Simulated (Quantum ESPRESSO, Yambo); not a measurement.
## Diamond (Fd-3m, 2 atoms a cell): G0W0 in Yambo against the screening cutoff

Aim: move the screening cutoff of a G0W0 run on Diamond (Fd-3m, 2 atoms a cell) over a wide range.

Program: Yambo 5.3.0. Level of theory: PBE and many-body steps on it, plane waves. Results are calculated unless marked as measured.

### Step 1. The structure

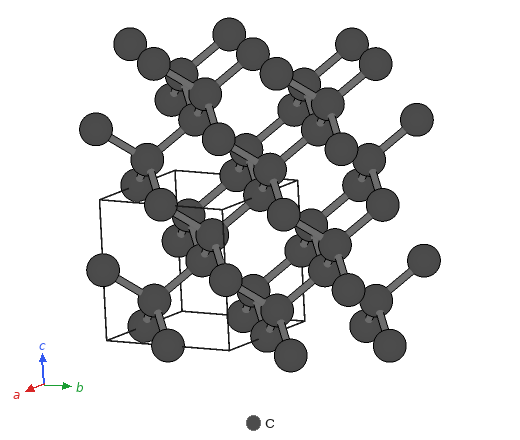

The starting structure, seen from a free direction (carbon dark grey). 1×2×2 cells are drawn. This picture shows the conventional cell, with its axes. Some periodic images of atoms are drawn too.

As a file:

```
C
1.0
     0.00000    1.78337    1.78337
     1.78337    0.00000    1.78337
     1.78337    1.78337    0.00000
C
2
Direct
  0.00000 0.00000 0.00000
  0.25000 0.25000 0.25000
```

The cell and positions come from the Crystallography Open Database and are kept as given unless a step says otherwise.

### Step 2. 3.25 Ha

This step: Yambo 5.3.0; G0W0 on PBE, plane waves, norm-conserving pseudopotentials.

Now the one-shot GW correction: screening in the RPA, then the self-energy of the levels asked for.

File gw7.in:

```
HF_and_locXC
gw0
dyson
ppa
em1d
rim_cut
RandQpts= 1000000
RandGvec= 1 RL
EXXRLvcs= 74 Ry
VXCRLvcs= 296 Ry
Chimod= "HARTREE"
% BndsRnXp
 1 | 37 |
%
NGsBlkXp= 6.5 Ry
% LongDrXp
 1 | 1 | 1 |
%
% GbndRnge
 1 | 37 |
%
DysSolver= "n"
ExtendOut
PPAPntXp= 27.21138 eV
% QPkrange
 1 | 1 | 3 | 6 |
 10 | 10 | 3 | 6 |
%
```

The run is started by

```
$ OMP_NUM_THREADS=1 mpirun -n 4 yambo -F gw7.in -J gw7 -C gw7 > gw7.log
```

The program printed:

```text
 Yambo, version 5.3.0

 [02] CORE Variables Setup
 =========================

  [... cell, symmetries and grids as in the set-up ...]

  [02.05] Energies & Occupations
  ==============================

  [X] === General ===
  [X] Electronic Temperature                        :  0.000000  0.000000 [eV K]
  [X] Bosonic    Temperature                        :  0.000000  0.000000 [eV K]
  [X] Finite Temperature mode                       : no
  [X] El. density                                   :  0.70524E+24 [cm-3]
  [X] Fermi Level                                   :  13.35851 [eV]

  [X] === Gaps and Widths ===
  [X] Conduction Band Min                           :  4.207157 [eV]
  [X] Valence Band Max                              :  0.000000 [eV]
  [X] Filled Bands                                  :   4
  [X] Empty Bands                                   :    5  137
  [X] Direct Gap                                    :  5.625541 [eV]
  [X] Direct Gap localized at k                     :  1
  [X] Indirect Gap                                  :  4.207157 [eV]
  [X] Indirect Gap between kpts                     :   1  10
  [X] Last valence band width                       :  7.820920 [eV]
  [X] 1st conduction band width                     :  4.646056 [eV]

 [03] Transferred momenta grid and indexing
 ==========================================

 IBZ Q-points                                      :  16
 BZ  Q-points                                      :  216

 K/Q-points units:
 rlu = crystal or reduced units; cc = cartesian coordinates; iku = interal k-units

 Q [ 1]         [rlu]:  0.000000  0.000000  0.000000
 Q [ 2]         [rlu]:  0.39018E-17  0.39018E-17  0.16667
 Q [ 3]         [rlu]:  0.78036E-17  0.78036E-17  0.33333
 Q [ 4]         [rlu]:  0.84430E-16  0.84430E-16 -0.50000
 Q [ 5]         [rlu]:  0.86948E-19  0.16667      0.16667
 Q [ 6]         [rlu]:  0.39018E-17  0.16667      0.33333
 Q [ 7]         [rlu]: -0.95144E-16  0.16667      0.50000
 Q [ 8]         [rlu]:  0.84430E-16  0.16667     -0.33333
 Q [ 9]         [rlu]: -0.37578E-16  0.16667     -0.16667
 Q [10]         [rlu]:  0.17390E-18  0.33333      0.33333
     [... 4 further rows ...]
 Q [15]         [rlu]:  0.166667  0.333333 -0.333333
 Q [16]         [rlu]:  0.166667 -0.500000 -0.333333

 [04] Coloumb potential Random Integration (RIM)
 ===============================================

  [04.01] RIM initialization
  ==========================

  * Diagonal components only detected *

  8 x (sBL volume)        :  0.120012 [a.u.]
  sBZ random points       :  1000000
  Points outside the sBZ  :   7968281
  RL volume               :  3.240325 [a.u.]
  Integrated volume       :  3.253224 [a.u.]

  [04.02] RIM integrals
  =====================

  Gamma point sphere radius             :  0.089473 [a.u.]
  Points outside the sphere             :   800476
  [Int_sBZ(q=0) 1/q^2]*(Vol_sBZ)^(-1/3) =:  7.776341
                                 should be <:  7.795600

  Summary of Coulomb integrals for non-metallic bands |Q|[au] RIM/Bare

  Q [1] 0.100000E-4 0.997530 * Q [2] 0.269103 1.067779
  Q [5] 0.310734 1.066842 * Q [9] 0.439444 1.030576
  Q [6] 0.515293 1.022482 * Q [3] 0.538206 1.020007
  Q [10] 0.621467 1.016898 * Q [8] 0.677228 1.015050
  Q [14] 0.694822 1.013869 * Q [7] 0.761139 1.011980
  Q [11] 0.807310 1.011262 * Q [4] 0.807310 1.011769
  Q [12] 0.878888 1.010572 * Q [15] 0.919163 1.010060
  Q [13] 0.932201 1.009835 * Q [16] 0.982626 1.009137

 [WARNING] [Xp] User bands 1-37 break level degeneracy

 [05] Dipoles
 ============

  [05.01] Setup: observables and procedures
  =========================================

 [06] Dynamic Dielectric Matrix (PPA)
 ====================================

 [WR./gw7//ndb.pp]---------------------------------------------------------------
  Brillouin Zone Q/K grids (IBZ/BZ)                :   16  216   16  216
  RL vectors                                       :  1211 [WF]
  Coulomb cutoff potential                         : none
  Electronic Temperature                           :  0.000000 [K]
  Bosonic    Temperature                           :  0.000000 [K]
  PPA    diel. fun.  energies                      : Perdew, Burke & Ernzerhof(X)+Perdew, Burke & Ernzerhof(C)
  wavefunctions                                    : Perdew, Burke & Ernzerhof(X)+Perdew, Burke & Ernzerhof(C)
  Global Gauge                                     : length
  X matrix size                                    :  27
  X band range                                     :    1   37
  X e/h energy range                               : -1.000000 -1.000000 [eV]
  X Time ordering                                  : R
  X Hxc Kernel                                     : HARTREE
  X Drude frequency                                :  0.000000  0.000000
  X poles                                          :  100.0000 [o/o]
  RL vectors in the sum                            :  1211
  [r,Vnl] included                                 : yes
  Field direction                                  :  0.577350E-5  0.577350E-5  0.577350E-5
  BZ energy Double Grid                            : no
  BZ energy DbGd points                            : 0
  BZ Q point size factor                           : -1.000000
  X Optical Averaged directions                    : none

 [07] Local Exchange-Correlation + Non-Local Fock
 ================================================

 [VXC] Plane waves :   6615
 [EXS] Plane waves :   893

 QP @ state[ 1 ] K range:  1  1
 QP @ state[ 1 ] b range:   3   6
 QP @ state[ 2 ] K range:  10  10
 QP @ state[ 2 ] b range:   3   6

 [xc] Functional : Perdew, Burke & Ernzerhof(X)+Perdew, Burke & Ernzerhof(C)
 [xc] LIBXC used to calculate xc functional
  PP Number of Atomic Species                      :  1
  NLCC RL compoments                               :   6615
  PP Number of Atomic Species                      :  1
  NLCC RL compoments                               :   6615

 [xc] E_xc :  -3.558879 [Ha]
      E_xc :  -7.117758 [Ry]

  Local XC kind (lXC) : Perdew, Burke & Ernzerhof(X)+Perdew, Burke & Ernzerhof(C)
  Non-Local XC kind (nlXC) : Hartree-Fock

  Corrections @ K [1] :  [eV]
 <3|nlXC|3> = -19.24097  0.55731E-17 <3|lXC|3> = -16.96357  0.18882E-15
 <4|nlXC|4> = -19.24097 -0.77914E-17 <4|lXC|4> = -16.96357 -0.47204E-16
 <5|nlXC|5> = -9.555500 -0.45186E-17 <5|lXC|5> = -15.64322 -0.47204E-16
 <6|nlXC|6> = -9.555684  0.70558E-17 <6|lXC|6> = -15.64322 -0.18882E-15

  Corrections @ K [10] :  [eV]
 <3|nlXC|3> = -20.28400  0.10674E-16 <3|lXC|3> = -16.01136  0.23602E-16
 <4|nlXC|4> = -20.28354 -0.66310E-17 <4|lXC|4> = -16.01136  0.94408E-16
 <5|nlXC|5> = -8.855406  0.23014E-17 <5|lXC|5> = -14.28280 -0.94408E-16
 <6|nlXC|6> = -7.081380  0.15535E-17 <6|lXC|6> = -13.23071 -0.47204E-16

 [08] Dyson equation: Newton solver
 ==================================

  [08.01] G0W0 (W PPA)
  ====================

  [  GW  ] Bands range     :    1   37
  [GW/PPA] G damping       :  0.100000 [eV]

  QP @ state[ 1 ] K range:  1  1
  QP @ state[ 1 ] b range:   3   6
  QP @ state[ 2 ] K range:  10  10
  QP @ state[ 2 ] b range:   3   6

   Sc/G bands                                       :    1   37
   Sc/G damping                                     :  0.100000 ev
   Sc bands terminator                              : no
   Sx RL components                                 :   893

   QP @ state[ 1 ] K range                          :  1  1
   QP @ state[ 1 ] b range                          :   3   6
   QP @ state[ 2 ] K range                          :  10  10
   QP @ state[ 2 ] b range                          :   3   6
   GF energies kind                                 : Perdew, Burke & Ernzerhof(X)+Perdew, Burke & Ernzerhof(C)
   GF WF`s kind                                     : Perdew, Burke & Ernzerhof(X)+Perdew, Burke & Ernzerhof(C)
   Xs energies kind                                 : Perdew, Burke & Ernzerhof(X)+Perdew, Burke & Ernzerhof(C)
   Xs WF`s kind                                     : Perdew, Burke & Ernzerhof(X)+Perdew, Burke & Ernzerhof(C)

 [11] Game Over & Game summary
```

Run time: 8.4 s. Hardware: 4 MPI ranks of Arm Neoverse V1, shared host; peak memory 1 GiB; 29 s of CPU time.

Numbers from this step:

| Property | Result |
| --- | --- |
| G0W0 gap on the points computed | 5.237 eV |
| starting gap on the mesh | 4.207 eV |
| k of the valence top | 0, 0, 0 |
| k of the conduction bottom | 0, 0.3333, 0.3333 |
| least direct G0W0 gap on the computed points | 7.154 eV |
| Z at the valence top | 0.8345 |
| Z at the conduction bottom | 0.8432 |

The gap on the mesh goes from 4.21 eV to 5.24 eV, a correction of +1.03 eV.

### Step 3. 5.25 Ha

gw8.in, as its differences from gw7.in of step 2:

```diff
@@ -14,3 +14,3 @@
 %
-NGsBlkXp= 6.5 Ry
+NGsBlkXp= 10.5 Ry
 % LongDrXp
```

The run is started by

```
$ OMP_NUM_THREADS=1 mpirun -n 4 yambo -F gw8.in -J gw8 -C gw8 > gw8.log
```

The program printed:

```text
 Yambo, version 5.3.0

 [02] CORE Variables Setup
 =========================

  [... cell, symmetries and grids as in the set-up ...]

  [02.05] Energies & Occupations
  ==============================

  [X] === General ===
  [X] Electronic Temperature                        :  0.000000  0.000000 [eV K]
  [X] Bosonic    Temperature                        :  0.000000  0.000000 [eV K]
  [X] Finite Temperature mode                       : no
  [X] El. density                                   :  0.70524E+24 [cm-3]
  [X] Fermi Level                                   :  13.35851 [eV]

  [X] === Gaps and Widths ===
  [X] Conduction Band Min                           :  4.207157 [eV]
  [X] Valence Band Max                              :  0.000000 [eV]
  [X] Filled Bands                                  :   4
  [X] Empty Bands                                   :    5  137
  [X] Direct Gap                                    :  5.625541 [eV]
  [X] Direct Gap localized at k                     :  1
  [X] Indirect Gap                                  :  4.207157 [eV]
  [X] Indirect Gap between kpts                     :   1  10
  [X] Last valence band width                       :  7.820920 [eV]
  [X] 1st conduction band width                     :  4.646056 [eV]

 [03] Transferred momenta grid and indexing
 ==========================================

 IBZ Q-points                                      :  16
 BZ  Q-points                                      :  216

 K/Q-points units:
 rlu = crystal or reduced units; cc = cartesian coordinates; iku = interal k-units

 Q [ 1]         [rlu]:  0.000000  0.000000  0.000000
 Q [ 2]         [rlu]:  0.39018E-17  0.39018E-17  0.16667
 Q [ 3]         [rlu]:  0.78036E-17  0.78036E-17  0.33333
[...]
NLCC RL compoments                               :   6615
  PP Number of Atomic Species                      :  1
  NLCC RL compoments                               :   6615

 [xc] E_xc :  -3.558879 [Ha]
      E_xc :  -7.117758 [Ry]

  Local XC kind (lXC) : Perdew, Burke & Ernzerhof(X)+Perdew, Burke & Ernzerhof(C)
  Non-Local XC kind (nlXC) : Hartree-Fock

  Corrections @ K [1] :  [eV]
 <3|nlXC|3> = -19.24097  0.55731E-17 <3|lXC|3> = -16.96357  0.18882E-15
 <4|nlXC|4> = -19.24097 -0.77914E-17 <4|lXC|4> = -16.96357 -0.47204E-16
 <5|nlXC|5> = -9.555500 -0.45186E-17 <5|lXC|5> = -15.64322 -0.47204E-16
[...]
Corrections @ K [10] :  [eV]
[...]
<5|nlXC|5> = -8.855406  0.23014E-17 <5|lXC|5> = -14.28280 -0.94408E-16
 <6|nlXC|6> = -7.081380  0.15535E-17 <6|lXC|6> = -13.23071 -0.47204E-16

 [08] Dyson equation: Newton solver
 ==================================

  [08.01] G0W0 (W PPA)
  ====================

  [  GW  ] Bands range     :    1   37
  [GW/PPA] G damping       :  0.100000 [eV]

  QP @ state[ 1 ] K range:  1  1
  QP @ state[ 1 ] b range:   3   6
  QP @ state[ 2 ] K range:  10  10
  QP @ state[ 2 ] b range:   3   6

   Sc/G bands                                       :    1   37
   Sc/G damping                                     :  0.100000 ev
   Sc bands terminator                              : no
   Sx RL components                                 :   893

   QP @ state[ 1 ] K range                          :  1  1
   QP @ state[ 1 ] b range                          :   3   6
   QP @ state[ 2 ] K range                          :  10  10
   QP @ state[ 2 ] b range                          :   3   6
   GF energies kind                                 : Perdew, Burke & Ernzerhof(X)+Perdew, Burke & Ernzerhof(C)
   GF WF`s kind                                     : Perdew, Burke & Ernzerhof(X)+Perdew, Burke & Ernzerhof(C)
   Xs energies kind                                 : Perdew, Burke & Ernzerhof(X)+Perdew, Burke & Ernzerhof(C)
   Xs WF`s kind                                     : Perdew, Burke & Ernzerhof(X)+Perdew, Burke & Ernzerhof(C)

 [11] Game Over & Game summary
```

It took 11 s on 4 MPI ranks; peak memory 1 GiB.

Numbers from this step:

```yaml
g0w0_gap_on_the_points_computed: 5.456 eV
starting_gap_on_the_mesh: 4.207 eV
k_of_the_valence_top: 0, 0, 0
k_of_the_conduction_bottom: 0, 0.3333, 0.3333
least_direct_g0w0_gap_on_the_computed_points: 7.351 eV
z_at_the_valence_top: 0.8322
z_at_the_conduction_bottom: 0.8412
```

Against the run before, the gap moves by +0.219 eV.

### Step 4. 10.5 Ha

gw9.in, as its differences from gw8.in of step 3:

```diff
@@ -14,3 +14,3 @@
 %
-NGsBlkXp= 10.5 Ry
+NGsBlkXp= 21 Ry
 % LongDrXp
```

The run is started by

```
$ OMP_NUM_THREADS=1 mpirun -n 4 yambo -F gw9.in -J gw9 -C gw9 > gw9.log
```

The program printed:

```text
 Yambo, version 5.3.0

 [02] CORE Variables Setup
 =========================

  [... cell, symmetries and grids as in the set-up ...]

  [02.05] Energies & Occupations
  ==============================

  [X] === General ===
  [X] Electronic Temperature                        :  0.000000  0.000000 [eV K]
  [X] Bosonic    Temperature                        :  0.000000  0.000000 [eV K]
  [X] Finite Temperature mode                       : no
  [X] El. density                                   :  0.70524E+24 [cm-3]
[...]
QP @ state[ 1 ] b range                          :   3   6
   QP @ state[ 2 ] K range                          :  10  10
   QP @ state[ 2 ] b range                          :   3   6
   GF energies kind                                 : Perdew, Burke & Ernzerhof(X)+Perdew, Burke & Ernzerhof(C)
   GF WF`s kind                                     : Perdew, Burke & Ernzerhof(X)+Perdew, Burke & Ernzerhof(C)
   Xs energies kind                                 : Perdew, Burke & Ernzerhof(X)+Perdew, Burke & Ernzerhof(C)
   Xs WF`s kind                                     : Perdew, Burke & Ernzerhof(X)+Perdew, Burke & Ernzerhof(C)

 [11] Game Over & Game summary
```

It took 31 s on 4 MPI ranks; peak memory 1.1 GiB; 2 min of CPU time.

This step gave:

| Property | Result |
| --- | --- |
| G0W0 gap on the points computed | 5.504 eV |
| starting gap on the mesh | 4.207 eV |
| k of the valence top | 0, 0, 0 |
| k of the conduction bottom | 0, 0.3333, 0.3333 |
| least direct G0W0 gap on the computed points | 7.408 eV |

Against the run before, the gap moves by +0.048 eV.

### Step 5. 13 Ha

gw10.in, as its differences from gw9.in of step 4:

```diff
@@ -14,3 +14,3 @@
 %
-NGsBlkXp= 21 Ry
+NGsBlkXp= 26 Ry
 % LongDrXp
```

The run is started by

```
$ OMP_NUM_THREADS=1 mpirun -n 4 yambo -F gw10.in -J gw10 -C gw10 > gw10.log
```

The program printed:

```text
 Yambo, version 5.3.0

 [02] CORE Variables Setup
 =========================

  [... cell, symmetries and grids as in the set-up ...]

  [02.05] Energies & Occupations
  ==============================

  [X] === General ===
  [X] Electronic Temperature                        :  0.000000  0.000000 [eV K]
  [X] Bosonic    Temperature                        :  0.000000  0.000000 [eV K]
  [X] Finite Temperature mode                       : no
  [X] El. density                                   :  0.70524E+24 [cm-3]
[...]
QP @ state[ 1 ] b range                          :   3   6
   QP @ state[ 2 ] K range                          :  10  10
   QP @ state[ 2 ] b range                          :   3   6
   GF energies kind                                 : Perdew, Burke & Ernzerhof(X)+Perdew, Burke & Ernzerhof(C)
   GF WF`s kind                                     : Perdew, Burke & Ernzerhof(X)+Perdew, Burke & Ernzerhof(C)
   Xs energies kind                                 : Perdew, Burke & Ernzerhof(X)+Perdew, Burke & Ernzerhof(C)
   Xs WF`s kind                                     : Perdew, Burke & Ernzerhof(X)+Perdew, Burke & Ernzerhof(C)

 [11] Game Over & Game summary
```

Run time: 34 s. Hardware: 4 MPI ranks; peak memory 1 GiB; 2.2 min of CPU time.

Numbers from this step:

- G0W0 gap on the points computed: 5.505 eV
- starting gap on the mesh: 4.207 eV
- k of the valence top: 0, 0, 0
- k of the conduction bottom: 0, 0.3333, 0.3333
- least direct G0W0 gap on the computed points: 7.408 eV

Against the run before, the gap moves by +0.001 eV.

### Step 6. 16.25 Ha

gw11.in, as its differences from gw10.in of step 5:

```diff
@@ -14,3 +14,3 @@
 %
-NGsBlkXp= 26 Ry
+NGsBlkXp= 32.5 Ry
 % LongDrXp
```

The run is started by

```
$ OMP_NUM_THREADS=1 mpirun -n 4 yambo -F gw11.in -J gw11 -C gw11 > gw11.log
```

The program printed:

```text
 Yambo, version 5.3.0

 [02] CORE Variables Setup
 =========================

  [... cell, symmetries and grids as in the set-up ...]

  [02.05] Energies & Occupations
  ==============================

  [X] === General ===
  [X] Electronic Temperature                        :  0.000000  0.000000 [eV K]
  [X] Bosonic    Temperature                        :  0.000000  0.000000 [eV K]
  [X] Finite Temperature mode                       : no
  [X] El. density                                   :  0.70524E+24 [cm-3]
[...]
QP @ state[ 1 ] b range                          :   3   6
   QP @ state[ 2 ] K range                          :  10  10
   QP @ state[ 2 ] b range                          :   3   6
   GF energies kind                                 : Perdew, Burke & Ernzerhof(X)+Perdew, Burke & Ernzerhof(C)
   GF WF`s kind                                     : Perdew, Burke & Ernzerhof(X)+Perdew, Burke & Ernzerhof(C)
   Xs energies kind                                 : Perdew, Burke & Ernzerhof(X)+Perdew, Burke & Ernzerhof(C)
   Xs WF`s kind                                     : Perdew, Burke & Ernzerhof(X)+Perdew, Burke & Ernzerhof(C)

 [11] Game Over & Game summary
```

Elapsed: 75 s, on 4 MPI ranks; peak memory 1.1 GiB.

This step gave:

| Property | Result |
| --- | --- |
| G0W0 gap on the points computed | 5.510 eV |
| starting gap on the mesh | 4.207 eV |
| k of the valence top | 0, 0, 0 |
| k of the conduction bottom | 0, 0.3333, 0.3333 |
| least direct G0W0 gap on the computed points | 7.412 eV |

Against the run before, the gap moves by +0.006 eV.

### Step 7. Side by side

Times are wall times on 4 MPI ranks of Arm Neoverse V1, shared host, good to a factor of about two.

| run | mesh | bands | screening cutoff (eV) | DFT gap (eV) | gap on the mesh (eV) | direct (eV) | time |
| --- | --- | --- | --- | --- | --- | --- | --- |
| 3.25 Ha | 6×6×6 | 37 | 88.4 | 4.207 | 5.237 | 7.154 | 8.4 s |
| 5.25 Ha | 6×6×6 | 37 | 142.9 | 4.207 | 5.456 | 7.351 | 11 s |
| 10.5 Ha | 6×6×6 | 37 | 285.7 | 4.207 | 5.504 | 7.408 | 31 s |
| 13 Ha | 6×6×6 | 37 | 353.7 | 4.207 | 5.505 | 7.408 | 34 s |
| 16.25 Ha | 6×6×6 | 37 | 442.2 | 4.207 | 5.510 | 7.412 | 75 s |

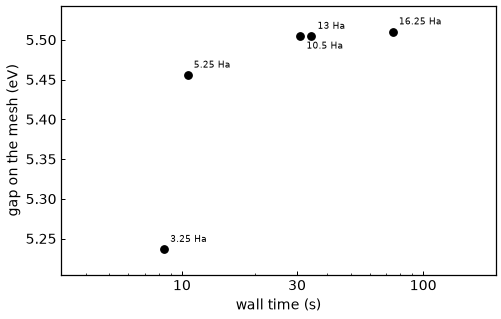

Result against wall time.

### Step 8. What came out

* 3.25 Ha: 5.237 eV
* 5.25 Ha: 5.456 eV
* 10.5 Ha: 5.504 eV
* 13 Ha: 5.505 eV
* 16.25 Ha: 5.510 eV
* known limits: not at the basis limit; coarse k mesh

What this shows: The setting moved: screening cutoff. From 3.25 Ha to 16.25 Ha the gap moves by +0.27 eV, for 8.9 times the time. It holds to 0.03 eV from 10.5 Ha on. Bands and screening cutoff are coupled, so a series along one setting does not show full convergence. Bands and cutoff are finite, so the gap is not at the basis limit. The miss can reach some tenths of an eV and take either sign; the mesh is an error of its own. In the G0W0 runs levels were corrected at 2 k points alone, so a gap called «on the mesh» is the least over those, and an edge elsewhere would be missed. The 6×6×6 mesh is coarse for this cell, which bears on the long-range parts of exchange and screening.

[Paths, hosts, dates, memory and timing lines, banners, echoed tables and standing remarks are left out of the program output.]

[Logs are printed without paths, hosts, clocks, repeated set-up lines and the standing remarks that a program may print on its own settings, such as how far it seeks lower states.]

[Runs of the session that timed out or met a known fault of the program may be left out.]

[Hosts, paths, dates, database ids (printed as entryN), source tags and the programs' standing remarks are cut or masked in the printed files.]
